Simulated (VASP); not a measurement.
Band structure of MoSi$_{2}$ (MoSi2 type). Method: optB88-vdW, VASP's PBE PAW potentials (set 64) (plane waves; VASP).

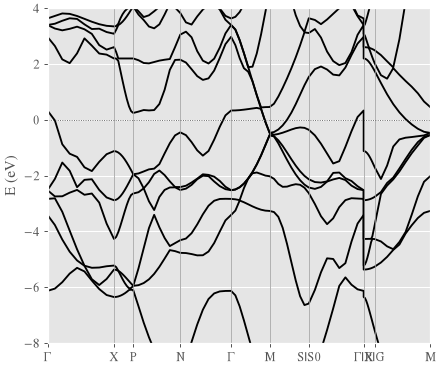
Figure: Bands along high-symmetry lines, zero at the valence-band maximum or, without a gap, the Fermi level

**Question.** Read the plot: is there a gap, and where are the band edges?

**Answer.** It has no gap at this level: it comes out as a metal or semimetal. (Edges off the drawn lines would not show.)

The compound is MoSi2 in the MoSi2 type structure. It was relaxed first.
